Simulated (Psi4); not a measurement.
# A workflow on CH7BO (SMILES [BH3-][OH+]C)

Wanted: a series of 10 runs (PBE-D4/def2-SVP, PBE0-D4/def2-TZVP, PBE-D4/def2-TZVPP, r2SCAN-D4/def2-TZVPP, B3LYP-D4/def2-TZVPP, PBE0-D4/def2-TZVPP, wB97M-V/def2-TZVPP, CCSD(T)/def2-TZVPP, and more) of CH7BO. 

The calculation is run with Psi4 1.11.

### Step 1. Starting point

CH7BO has 10 atoms, charge 0, and is taken as a singlet. SMILES: `[BH3-][OH+]C`. The shape is that of a GFN2-xTB, rattled optimisation. The run starts from this shape.

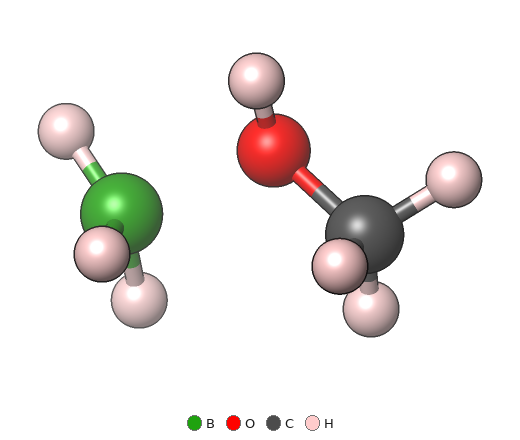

The structure, seen from a chosen angle (boron green, oxygen red, carbon dark grey, hydrogen pink).

### Step 2. A geometry optimisation at PBE-D4/def2-SVP (density fitting) (run 1)

job.dat

```
memory 3300 mb

molecule {
  0 1
  B     -1.062978     0.478081    -0.702669
  O      0.597182     0.040711    -0.396943
  C      0.816913    -0.626542     0.792389
  H     -1.625095    -0.614619    -0.695269
  H     -1.003940     0.962710    -1.715266
  H     -1.319918     1.144691     0.300840
  H      1.016065     0.889347    -0.468960
  H      0.265325    -1.501491     0.784908
  H      0.546840    -0.018835     1.580329
  H      1.899033    -0.837514     0.813138
  symmetry c1
}

set basis def2-SVP
set scf_type df
set geom_maxiter 60
set max_force_g_convergence 0.0005

result = optimize("pbe-d4")
```

On the command line:

```
$ psi4 job.dat job.out -n 2
```

job.out:

```text
[...]
  Running in c1 symmetry.
[...]
  Nuclear repulsion =   81.591831579597411
[...]
  Multiplicity = 1
[...]
  Nalpha       = 13
  Nbeta        = 13
[...]
    Number of basis functions: 77
[...]
   @DF-RKS iter   1:  -141.74698759114366   -1.93910e-01   8.93254e-03 ADIIS/DIIS
[...]
   @DF-RKS iter   8:  -142.05512376959123   -2.41585e-12   4.51821e-09 DIIS
[...]
    Orbital Energies [Eh]
    ---------------------
    Doubly Occupied:
       1A    -18.853916     2A     -9.982111     3A     -6.471214
       4A     -1.005571     5A     -0.664854     6A     -0.531195
       7A     -0.488621     8A     -0.437994     9A     -0.384771
      10A     -0.344981    11A     -0.311823    12A     -0.242348
      13A     -0.233103
[...]
  @DF-RKS Final Energy:  -142.05512376959123
   => Energetics <=
    Nuclear Repulsion Energy =             80.2939832337843598
    One-Electron Energy =                -350.2097566510872753
    Two-Electron Energy =                 148.2594743441901812
    DFT Exchange-Correlation Energy =     -20.3944899449605401
    Empirical Dispersion Energy =          -0.0043347515179240
    VV10 Nonlocal Energy =                  0.0000000000000000
    Total Energy =                       -142.0551237695912334
[...]
 Multipole Moments:
 ------------------------------------------------------------------------------------
     Multipole            Electronic (a.u.)      Nuclear  (a.u.)        Total (a.u.)
 ------------------------------------------------------------------------------------
 L = 1.  Multiply by 2.5417464519 to convert [e a0] to [Debye]
 Dipole X            :          1.7695595           -0.0275831            1.7419763
 Dipole Y            :         -0.0503513           -0.1373871           -0.1877384
 Dipole Z            :         -0.9822980            1.7717411            0.7894431
 Magnitude           :                                                    1.9217044
[...]
  -Total Gradient:
     Atom            X                  Y                   Z
    ------   -----------------  -----------------  -----------------
       1       -0.000930620227    -0.000385466187     0.000485519123
       2        0.000554492262    -0.000481475216    -0.000434575591
       3        0.000300132831     0.000071153390     0.000124250737
       4        0.000172488689     0.000080126972    -0.000043875196
       5        0.000192771928     0.000306693454    -0.000177593773
       6        0.000131419355     0.000140356224    -0.000171598684
       7       -0.000077160295     0.000273122416     0.000166317957
       8       -0.000045655618     0.000143682911     0.000177125210
       9       -0.000176796309    -0.000114305466    -0.000011510411
      10       -0.000112296649    -0.000041888929    -0.000121384070
[...]
    Final optimized geometry and variables:
    Molecular point group: c1
    Full point group: C1
    Geometry (in Angstrom), charge = 0, multiplicity = 1:
    B           -1.206040816808     0.483455796940    -0.577977233810
    O            0.387905289203     0.071976754017    -0.357507721333
    C            0.695106715498    -0.568446352594     0.897286354247
    H           -1.773699521796    -0.600510673991    -0.645291943915
    H           -1.157542574923     1.117523435455    -1.628777376611
    H           -1.489988886397     1.157992481728     0.414431399134
    H            0.893979177389     0.904096141321    -0.438487440440
    H            0.099574442357    -1.498114035965     0.918543339007
    H            0.393875531546     0.071937732723     1.751470324809
    H            1.775526935051    -0.808042102243     0.931906547030
[...]
```

The script printed:

```text
Optimizer: Optimization complete!
```

It took 83 s on 2 threads of Intel Xeon at 2.50GHz (Skylake/Cascade Lake), shared host; peak memory 0.74 GiB.

Step by step:

```csv
step,energy from the first frame kept (eV),largest force (eV/Å)
0,0.0000,3.2334
1,-0.4630,0.8962
2,-0.4925,0.4307
3,-0.5014,0.1735
4,-0.5033,0.0575
```

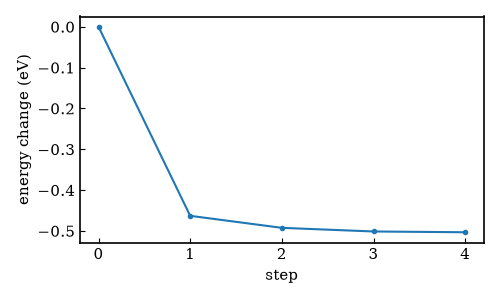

Energy along the run.

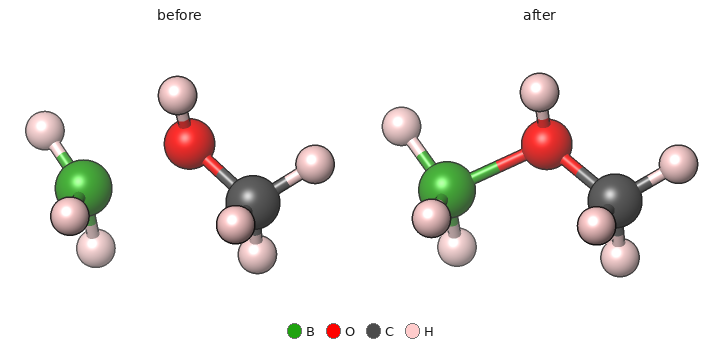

Before and after, at one scale.

After the run. Bond lengths: B1–O2 1.661 Å, O2–C3 1.442 Å, B1–H4 1.225 Å, B1–H5 1.228 Å, B1–H6 1.233 Å, O2–H7 0.977 Å, C3–H8 1.104 Å, C3–H9 1.109 Å, C3–H10 1.107 Å. Some angles: B1–O2–C3 115.5°, B1–O2–H7 106.0°, C3–O2–H7 109.9°, O2–B1–H4 103.5°, O2–B1–H5 101.7°, O2–B1–H6 104.5°, O2–C3–H8 106.0°, O2–C3–H9 110.8°, O2–C3–H10 109.3°, H4–B1–H5 115.3°.

### Step 3. A structure relaxation at PBE0-D4/def2-TZVP (density fitting) (run 2)

calc.dat

```
memory 3300 mb

molecule system {
  0 1
  B     -1.044753     0.449162    -0.664212
  O      0.549193     0.037683    -0.443742
  C      0.856395    -0.602740     0.811052
  H     -1.612412    -0.634804    -0.731527
  H     -0.996255     1.083230    -1.715012
  H     -1.328701     1.123699     0.328197
  H      1.055267     0.869803    -0.524722
  H      0.260862    -1.532407     0.832309
  H      0.555163     0.037644     1.665236
  H      1.936815    -0.842335     0.845672
  units angstrom
  symmetry c1
}

set {
  scf_type df
  geom_maxiter 50
  max_force_g_convergence 0.0002
}

result, w = opt("pbe0-d4/def2-TZVP", return_wfn=True)
```

On the command line:

```
$ psi4 calc.dat calc.out -n 2
```

calc.out:

```text
[...]
  Running in c1 symmetry.
[...]
  Nuclear repulsion =   80.293979541287513
[...]
  Multiplicity = 1
[...]
  Nalpha       = 13
  Nbeta        = 13
[...]
    Number of basis functions: 135
[...]
   @DF-RKS iter   1:  -142.02386898771263   -4.86782e-01   4.70152e-03 DIIS/ADIIS
[...]
   @DF-RKS iter   6:  -142.24096056869257   -8.98126e-12   8.65162e-09 DIIS
[...]
    Orbital Energies [Eh]
    ---------------------
    Doubly Occupied:
       1A    -19.303029     2A    -10.302203     3A     -6.727988
       4A     -1.141110     5A     -0.762292     6A     -0.612047
       7A     -0.561601     8A     -0.511380     9A     -0.451551
      10A     -0.412380    11A     -0.377604    12A     -0.301125
      13A     -0.291277
[...]
  @DF-RKS Final Energy:  -142.24096056869257
   => Energetics <=
    Nuclear Repulsion Energy =             81.2316350644498328
    One-Electron Energy =                -352.3142125955528172
    Two-Electron Energy =                 144.4134077572184367
    DFT Exchange-Correlation Energy =     -15.5681992945667957
    Empirical Dispersion Energy =          -0.0035915002412432
    VV10 Nonlocal Energy =                  0.0000000000000000
    Total Energy =                       -142.2409605686925715
[...]
 Multipole Moments:
 ------------------------------------------------------------------------------------
     Multipole            Electronic (a.u.)      Nuclear  (a.u.)        Total (a.u.)
 ------------------------------------------------------------------------------------
 L = 1.  Multiply by 2.5417464519 to convert [e a0] to [Debye]
 Dipole X            :          1.7345246           -0.0414455            1.6930790
 Dipole Y            :         -0.0093878           -0.1757448           -0.1851326
 Dipole Z            :         -0.9763754            1.7516832            0.7753078
 Magnitude           :                                                    1.8713345
[...]
  -Total Gradient:
     Atom            X                  Y                   Z
    ------   -----------------  -----------------  -----------------
       1       -0.000133484057     0.000054949317    -0.000048901812
       2        0.000188030574    -0.000045591448     0.000113618107
       3       -0.000109765886     0.000028339619    -0.000134878979
       4        0.000007791564    -0.000003446728     0.000014703119
       5        0.000000941239    -0.000017022830     0.000013971159
       6        0.000023821468    -0.000012379502     0.000014689215
       7       -0.000029671819     0.000002761707    -0.000022832881
       8        0.000009042224    -0.000032199779     0.000010780047
       9        0.000015174217     0.000019015855     0.000016682788
      10        0.000020791916    -0.000004906122     0.000025924578
[...]
    Final optimized geometry and variables:
    Molecular point group: c1
    Full point group: C1
    Geometry (in Angstrom), charge = 0, multiplicity = 1:
    B           -1.191273534325     0.479409896519    -0.568454190197
    O            0.389756446124     0.080784291781    -0.355095776190
    C            0.679072203806    -0.572688299750     0.886318977029
    H           -1.742999773935    -0.592854835970    -0.599287904768
    H           -1.168779165901     1.080205677436    -1.615129097716
    H           -1.461539085794     1.157069078394     0.400994255027
    H            0.904401770356     0.891066591245    -0.432686181872
    H            0.104749628712    -1.495435927856     0.878768780184
    H            0.360119282428     0.050369773390     1.723507306219
    H            1.745998202043    -0.790614542823     0.935906981776
[...]
```

The script printed:

```text
Optimizer: Optimization complete!
```

Run time: 2.3 min. Hardware: 2 threads of Intel Xeon at 2.50GHz (Skylake/Cascade Lake), shared host; peak memory 1.1 GiB.

Step by step:

```csv
step,energy from the first frame kept (eV),largest force (eV/Å)
0,0.0000,0.6842
1,-0.0381,0.1091
2,-0.0389,0.0496
3,-0.0391,0.0320
4,-0.0391,0.0115
```

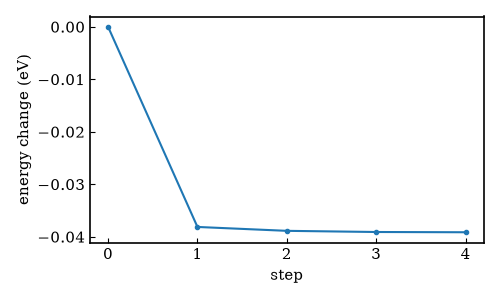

Energy along the run.

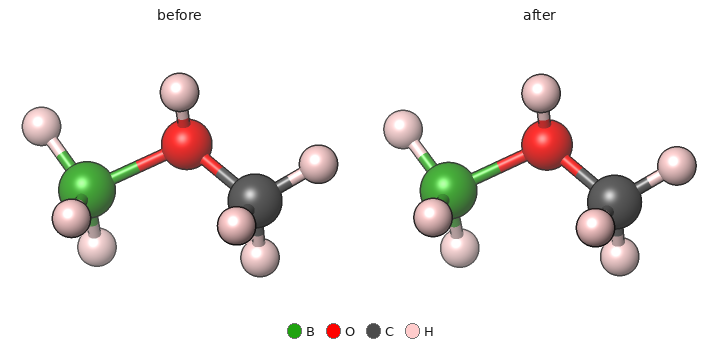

Before and after, at one scale.

After the run. Bond lengths: B1–O2 1.644 Å, O2–C3 1.432 Å, B1–H4 1.206 Å, B1–H5 1.207 Å, B1–H6 1.213 Å, O2–H7 0.963 Å, C3–H8 1.087 Å, C3–H9 1.091 Å, C3–H10 1.090 Å. Some angles: B1–O2–C3 114.7°, B1–O2–H7 107.4°, C3–O2–H7 110.2°, O2–B1–H4 103.2°, O2–B1–H5 102.4°, O2–B1–H6 104.2°, O2–C3–H8 105.9°, O2–C3–H9 110.2°, O2–C3–H10 109.2°, H4–B1–H5 115.4°.

Runs 3 to 5 aren't shown in full; the table further down has their settings and results.

### Step 4. A single-point energy at B3LYP-D4/def2-TZVPP (density fitting) (run 6)

ch7bo.inp

```
memory 3.3 GB

molecule {
  0 1
  B     -1.029986     0.445116    -0.654689
  O      0.551044     0.046491    -0.441330
  C      0.840360    -0.606982     0.800085
  H     -1.581712    -0.627149    -0.685522
  H     -1.007491     1.045912    -1.701364
  H     -1.300251     1.122775     0.314760
  H      1.065690     0.856773    -0.518921
  H      0.266038    -1.529730     0.792534
  H      0.521407     0.016076     1.637273
  H      1.907286    -0.824908     0.849673
  symmetry c1
}

set globals {
  reference rks
  scf_type df
  dft_radial_points 99
  dft_spherical_points 590
}

result, w = energy('b3lyp-d4/def2-TZVPP', return_wfn=True)
```

On the command line:

```
$ psi4 -n 2 ch7bo.inp ch7bo.out
```

ch7bo.out:

```text
[...]
  Running in c1 symmetry.
[...]
  Nuclear repulsion =   81.231626283242235
[...]
  Multiplicity = 1
[...]
  Nalpha       = 13
  Nbeta        = 13
[...]
    Number of basis functions: 191
[...]
   @DF-RKS iter   1:  -142.15925084704267   -3.89019e-01   3.80260e-03 ADIIS/DIIS
[...]
   @DF-RKS iter   8:  -142.43733217078929   -7.43765e-08   3.16039e-07 DIIS
[...]
    Orbital Energies [Eh]
    ---------------------
    Doubly Occupied:
       1A    -19.223363     2A    -10.255596     3A     -6.696274
       4A     -1.114831     5A     -0.744100     6A     -0.597915
       7A     -0.548216     8A     -0.499585     9A     -0.441912
      10A     -0.402685    11A     -0.368509    12A     -0.294411
      13A     -0.284816
[...]
  @DF-RKS Final Energy:  -142.43733217078929
   => Energetics <=
    Nuclear Repulsion Energy =             81.2316262832422353
    One-Electron Energy =                -352.3308121173702716
    Two-Electron Energy =                 145.4265746358811100
    DFT Exchange-Correlation Energy =     -16.7577785830815600
    Empirical Dispersion Energy =          -0.0069423894607796
    VV10 Nonlocal Energy =                  0.0000000000000000
    Total Energy =                       -142.4373321707892615
[...]
 Multipole Moments:
 ------------------------------------------------------------------------------------
     Multipole            Electronic (a.u.)      Nuclear  (a.u.)        Total (a.u.)
 ------------------------------------------------------------------------------------
 L = 1.  Multiply by 2.5417464519 to convert [e a0] to [Debye]
 Dipole X            :          1.7222663           -0.0414432            1.6808231
 Dipole Y            :         -0.0140720           -0.1757459           -0.1898179
 Dipole Z            :         -0.9775667            1.7516829            0.7741162
 Magnitude           :                                                    1.8602293
[...]
```

Run time: 76 s. Hardware: 2 threads of Intel Xeon at 2.50GHz (Skylake/Cascade Lake), shared host; peak memory 1.6 GiB.

Runs 7 to 9 aren't shown in full; the table further down has their settings and results.

### Step 5. The energy at MP2/def2-QZVPP (density fitting, density fitting for correlation) (run 10)

input.in

```
memory 3.3 GB

molecule {
  0 1
  B     -1.029986     0.445116    -0.654689
  O      0.551044     0.046491    -0.441330
  C      0.840360    -0.606982     0.800085
  H     -1.581712    -0.627149    -0.685522
  H     -1.007491     1.045912    -1.701364
  H     -1.300251     1.122775     0.314760
  H      1.065690     0.856773    -0.518921
  H      0.266038    -1.529730     0.792534
  H      0.521407     0.016076     1.637273
  H      1.907286    -0.824908     0.849673
  symmetry c1
}

set globals {
  reference       rhf
  scf_type        df
  num_frozen_docc 3
}

energy('mp2/def2-QZVPP')
print_variables()
```

On the command line:

```
$ psi4 -i input.in -o input.out -n 2
```

input.out:

```text
[...]
  Running in c1 symmetry.
[...]
  Nuclear repulsion =   81.231626283242235
[...]
  Multiplicity = 1
[...]
  Nalpha       = 13
  Nbeta        = 13
[...]
    Number of basis functions: 381
[...]
   @DF-RHF iter   1:  -141.42527529534948   -6.95922e-01   1.00246e-03 DIIS/ADIIS
[...]
   @DF-RHF iter  10:  -141.51750914572722   -1.87697e-10   6.87789e-09 DIIS
[...]
    Orbital Energies [Eh]
    ---------------------
    Doubly Occupied:
       1A    -20.648390     2A    -11.312435     3A     -7.546817
       4A     -1.453106     5A     -0.983660     6A     -0.791931
       7A     -0.733355     8A     -0.677743     9A     -0.603889
      10A     -0.562254    11A     -0.528472    12A     -0.429566
      13A     -0.420759
[...]
  @DF-RHF Final Energy:  -141.51750914572722
   => Energetics <=
    Nuclear Repulsion Energy =             81.2316262832422353
    One-Electron Energy =                -352.1135172115909313
    Two-Electron Energy =                 129.3643817826214786
    Total Energy =                       -141.5175091457272174
[...]
 Multipole Moments:
 ------------------------------------------------------------------------------------
     Multipole            Electronic (a.u.)      Nuclear  (a.u.)        Total (a.u.)
 ------------------------------------------------------------------------------------
 L = 1.  Multiply by 2.5417464519 to convert [e a0] to [Debye]
 Dipole X            :          1.7366929           -0.0414432            1.6952498
 Dipole Y            :         -0.0088484           -0.1757459           -0.1845944
 Dipole Z            :         -0.9326047            1.7516829            0.8190782
 Magnitude           :                                                    1.8917812
[...]
```

Run time: 18 s. Hardware: 2 threads of Intel Xeon at 2.50GHz (Skylake/Cascade Lake), shared host; peak memory 1.2 GiB.

### Step 6. The series

```csv
run,level,geom maxiter,max force g convergence,energy (Eh),dipole moment (D),HOMO energy (eV),LUMO energy (eV),wall time
1,PBE-D4/def2-SVP (density fitting),60,0.0005,-142.055124,4.88,-6.34,-0.50,83 s
2,PBE0-D4/def2-TZVP (density fitting),50,0.0002,-142.240961,4.76,-7.93,0.06,2.3 min
3,PBE0-D4/def2-TZVP (density fitting),–,–,-142.240961,4.76,–,–,24 min
4,PBE-D4/def2-TZVPP (density fitting),–,–,-142.224220,4.68,-6.53,-0.89,1.7 min
5,r2SCAN-D4/def2-TZVPP (density fitting),–,–,timeout,–,–,–,2 min
6,B3LYP-D4/def2-TZVPP (density fitting),–,–,-142.437332,4.73,-7.75,-0.31,76 s
7,PBE0-D4/def2-TZVPP (density fitting),–,–,-142.243937,4.73,-7.93,0.06,79 s
8,wB97M-V/def2-TZVPP (density fitting),–,–,timeout,–,–,–,2 min
9,"CCSD(T)/def2-TZVPP (density fitting, density fitting for correlation)",–,–,-142.126681,–,-11.44,2.90,6.6 min
10,"MP2/def2-QZVPP (density fitting, density fitting for correlation)",–,–,-142.114548,–,-11.45,2.10,18 s
```

### Step 7. Results

| quantity | value |
| --- | --- |
| run 10, MP2/def2-QZVPP: total energy | -142.11455 Eh |
| run 10, MP2/def2-QZVPP: HOMO energy (Hartree–Fock orbitals) | -11.45 eV |
| run 10, MP2/def2-QZVPP: LUMO energy (Hartree–Fock orbitals) | 2.10 eV |
| run 10, MP2/def2-QZVPP: HOMO–LUMO gap (Hartree–Fock orbitals) | 13.55 eV |
| run 10, MP2/def2-QZVPP: correlation energy (3 core orbitals frozen) | -597.0 mEh |

Over runs 3, 4, 6, 7 the dipole moment (its size) runs from 4.68 D (PBE-D4/def2-TZVPP) to 4.76 D (PBE0-D4/def2-TZVP). The two ends differ in method and basis. Over runs 4, 6, 7 the HOMO–LUMO gap runs from 5.64 eV (PBE-D4/def2-TZVPP) to 7.99 eV (PBE0-D4/def2-TZVPP). Totals of different functionals can't be ranked against each other. All runs together took 43 min, the longest 24 min. 2 of the 10 runs did not end normally.
